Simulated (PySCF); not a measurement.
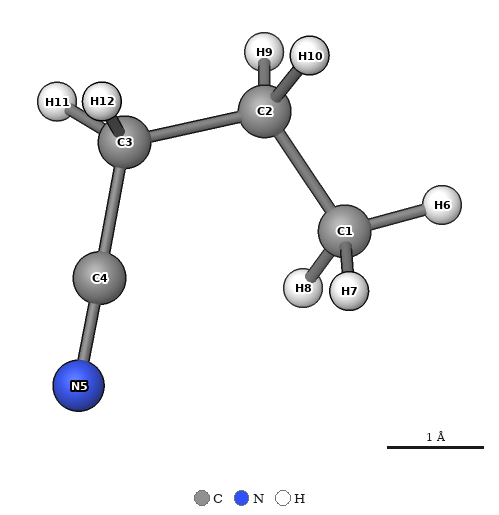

**Figure 1.** The input geometry (ball-and-stick view, seen at a tilt; atoms are numbered from 1 in the order of the input). Bond lengths as drawn: C–C 1.44 to 1.55 Å, C–H 1.09 Å and C–N 1.14 Å.

## NMR shielding calculation, with input and output: C$_{4}$H$_{7}$N

- system: C$_{4}$H$_{7}$N (butyronitrile), SMILES CCCC#N
- method: GIAO PBE0/pcSseg-1 NMR shielding, non-relativistic, gas phase (PySCF 2.14.0)

The geometry comes from this level: GFN2-xTB, NEB image 4 of 0 to 8. It belongs to a series of runs on one base structure; here: NEB image 4 of 0 to 8. Figures and captions count atoms from 1; the log counts them from 0 in places.

### The program's output
```
coarse grid: 9752 points
cycle   1  E = -211.0056909080  dE =  4.641e-01  |g| = 4.526e-01  |ddm| = 2.999e+00
cycle   2  E = -210.8875614235  dE =  1.181e-01  |g| = 8.726e-01  |ddm| = 1.097e+00
cycle   3  E = -211.0541522901  dE = -1.666e-01  |g| = 1.352e-01  |ddm| = 7.042e-01
cycle   4  E = -211.0582784206  dE = -4.126e-03  |g| = 3.432e-02  |ddm| = 1.113e-01
cycle   5  E = -211.0585414626  dE = -2.630e-04  |g| = 6.524e-03  |ddm| = 3.106e-02
cycle   6  E = -211.0585513198  dE = -9.857e-06  |g| = 1.522e-03  |ddm| = 6.319e-03
final grid: 93432 points
cycle   7  E = -211.0881611798  dE = -2.916e-05  |g| = 6.818e-03  |ddm| = 2.595e-02
cycle   8  E = -211.0881581506  dE =  3.029e-06  |g| = 7.684e-03  |ddm| = 1.110e-02
cycle   9  E = -211.0881729964  dE = -1.485e-05  |g| = 8.307e-04  |ddm| = 5.844e-03
cycle  10  E = -211.0881730942  dE = -9.776e-08  |g| = 4.929e-04  |ddm| = 8.678e-04
cycle  11  E = -211.0881731442  dE = -5.004e-08  |g| = 7.463e-05  |ddm| = 3.336e-04
cycle  12  E = -211.0881731455  dE = -1.233e-09  |g| = 2.092e-05  |ddm| = 6.491e-05
cycle  13  E = -211.0881731456  dE = -9.851e-11  |g| = 3.598e-06  |ddm| = 1.697e-05
```

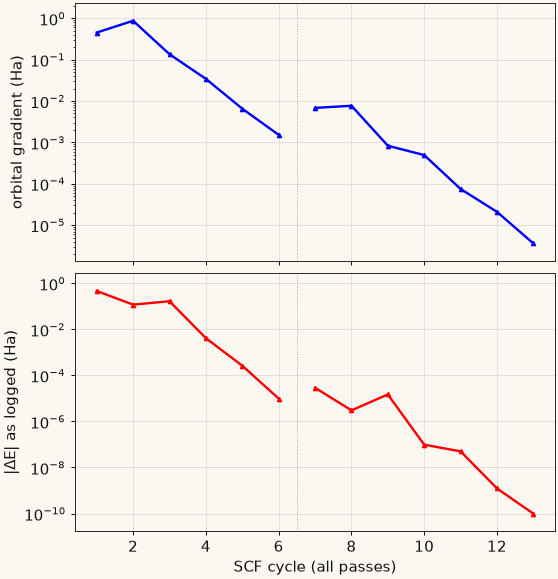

**Figure 2.** Convergence of the self-consistent field: orbital gradient and size of the energy change against the SCF cycle. The dotted line marks the change from a coarse to the final integration grid. The first 6 cycles use a coarse grid, the final grid takes over at cycle 7, and the field converges after 13 cycles in all.

```
converged SCF energy = -211.0881731456

GIAO shielding tensors (ppm)
atom      isotropic    diamagn.    paramagn.     s11        s22        s33       span
  0 C      170.896     248.488     -77.592    159.221    172.172    181.296     22.075
  1 C      171.065     247.261     -76.196    162.282    172.187    178.727     16.444
  2 C      171.625     248.841     -77.216    147.922    180.595    186.358     38.437
  3 C       64.411     261.176    -196.765    -51.046    -46.682    290.961    342.007
  4 N      -36.124     340.165    -376.288   -209.448   -198.422    299.498    508.946
  5 H       30.561      29.330       1.231     25.917     27.756     38.009     12.093
  6 H       30.274      31.273      -0.999     26.228     28.873     35.721      9.493
  7 H       30.307      31.262      -0.955     26.282     28.853     35.787      9.505
  8 H       30.174      30.456      -0.281     25.009     28.653     36.860     11.851
  9 H       30.173      30.460      -0.287     24.984     28.662     36.874     11.891
 10 H       29.244      28.357       0.888     23.798     28.162     35.773     11.975
 11 H       29.244      28.324       0.920     23.812     28.133     35.787     11.975
```

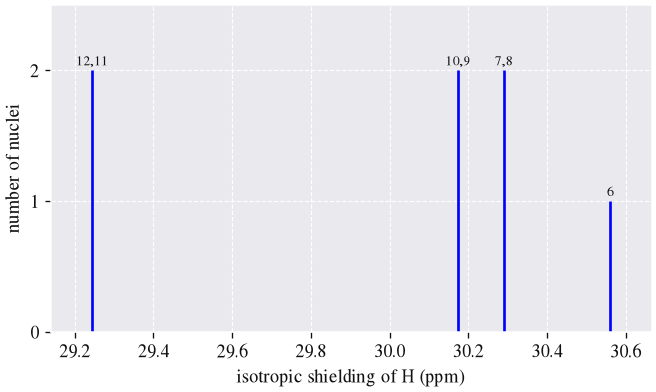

**Figure 3.** Isotropic shieldings of the hydrogen nuclei in this fixed geometry, labelled by atom number; shielding grows to the right, so chemical shift grows to the left. The least shielded is H12 (29.2 ppm), the most shielded H6 (30.6 ppm).

This output came from the following input.

### The input
```
{"job": {"kind": "nmr", "xc": "PBE0", "basis": "pcSseg-1", "pop": false}, "charge": 0, "multiplicity": 1}
C     -1.137800    -0.700100    -0.158900
C     -0.506900     0.531900     0.480000
C      1.004100     0.661300     0.175300
C      1.496000    -0.394200    -0.673100
N      1.897000    -1.228300    -1.344100
H     -2.195800    -0.751700     0.085700
H     -1.036000    -0.666600    -1.241300
H     -0.655800    -1.607300     0.198500
H     -0.649700     0.485900     1.561100
H     -1.022700     1.423300     0.118900
H      1.590200     0.636200     1.098000
H      1.218600     1.608900    -0.326000
```

The first line tells a small driver script what to run in PySCF; the rest is the geometry in Å.

Launch command:
```bash
OMP_NUM_THREADS=1 python <driver script> task.json out
```

### Summary

- outcome: converged
- total energy: −211.088173 hartree
- HOMO: −9.12 eV
- LUMO: 0.64 eV
- dipole moment: 3.94 D
- isotropic shielding, C: 64.4 to 171.6 ppm
- isotropic shielding, N: −36.1 ppm
- isotropic shielding, H: 29.2 to 30.6 ppm
- hardware: 1 CPU thread, shared host
- wall time: 7.2 s
- peak memory: 0.58 GiB
